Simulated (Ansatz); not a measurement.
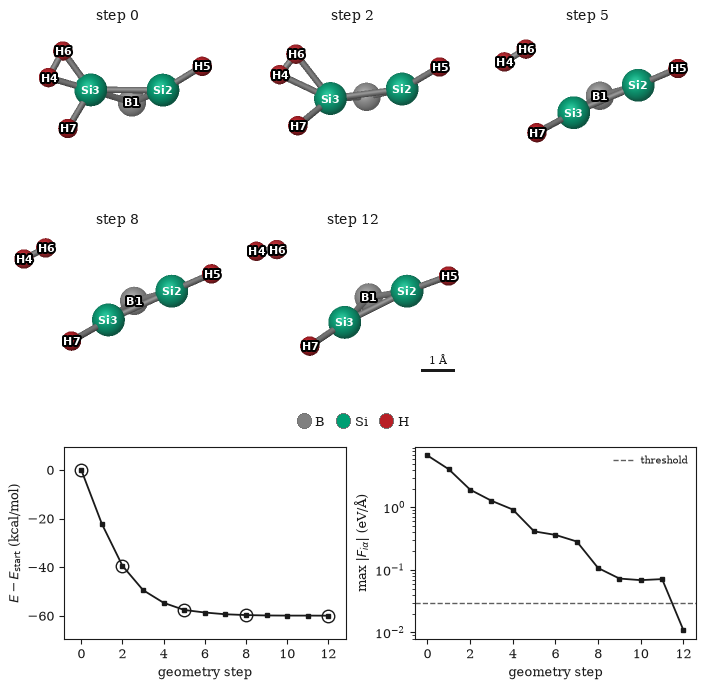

Frames of a relaxation of BSi2H4 (multiplicity 2), marked on the history of the run. The picture is a ball-and-stick view, seen at a tilt.

It is one of the separated reactants of a reaction.

All numbers below come from Ansatz, UKS PBE-D4/def2-SVP.

Input
```yaml
crystal:
  periodic: [false, false, false]
  atoms:
    - {symbol: B, position_ang: [-1.026413, -0.590436, -0.306421]}
    - {symbol: Si, position_ang: [0.059827, 0.719715, -1.168092]}
    - {symbol: Si, position_ang: [0.658742, -0.161095, 0.797873]}
    - {symbol: H, position_ang: [1.277848, -0.203461, 2.075101]}
    - {symbol: H, position_ang: [-0.080901, 1.986248, -1.946694]}
    - {symbol: H, position_ang: [0.681907, 0.558852, 2.101890]}
    - {symbol: H, position_ang: [1.696848, -1.229844, 0.794686]}
basis:
  gaussian: {orbitals: def2-SVP}
magnetization: {spin_polarized: true, initial_magnetization: 1}
hamiltonian: {xc: pbe, dispersion: d4}
relax: {f_tol: 0.03, max_steps: 250}
```

Launched with:
```bash
ansatz run in.yaml --threads 2 --pin off --events-out ev --progress --plain --max-ram 4352MiB
```

Question: What happens along the run?

Answer: The atom that moves furthest after the best rigid fit is H4 (1.26 Å). By element the largest moves are H 1.26 Å, Si 1.06 Å, B 0.29 Å. Among the contacts that change: Si3–H4 1.420 → 3.538 Å, Si3–H6 1.490 → 3.085 Å, H4–H6 0.968 → 0.770 Å, B1–Si3 2.060 → 1.935 Å. Bonds break, among them: Si3–H4 (1.42 → 3.54 Å), Si3–H6 (1.49 → 3.08 Å). Bond angles that change, for instance: B1–Si3–H7 114.8° → 152.3°, Si2–Si3–H7 117.9° → 151.7°, B1–Si2–H5 139.8° → 152.4°. After 12 geometry steps the energy has fallen by 59.9 kcal/mol. Largest force component: 6.8 eV/Å at the start, 0.011 eV/Å at the end. From step 0 to 2: H7 moves most (0.32 Å), energy −39.4 kcal/mol. From step 2 to 5: Si and H atoms move most (0.51 Å), energy −18.1 kcal/mol. From step 5 to 8: H4 moves most (0.40 Å), energy −2.10 kcal/mol. From step 8 to 12: H4 moves most (0.27 Å), energy −0.25 kcal/mol.

| step | E − E(0), kcal/mol | largest force component, eV/Å |
| --- | --- | --- |
| 0 | 0.00 | 6.7516 |
| 1 | -22.18 | 4.0664 |
| 2 | -39.41 | 1.9194 |
| 3 | -49.39 | 1.2758 |
| 4 | -54.61 | 0.9233 |
| 5 | -57.55 | 0.4134 |
| 6 | -58.60 | 0.3628 |
| 7 | -59.32 | 0.2846 |
| 8 | -59.65 | 0.1073 |
| 9 | -59.81 | 0.0727 |
| 10 | -59.86 | 0.0686 |
| 11 | -59.87 | 0.0713 |
| 12 | -59.90 | 0.0109 |
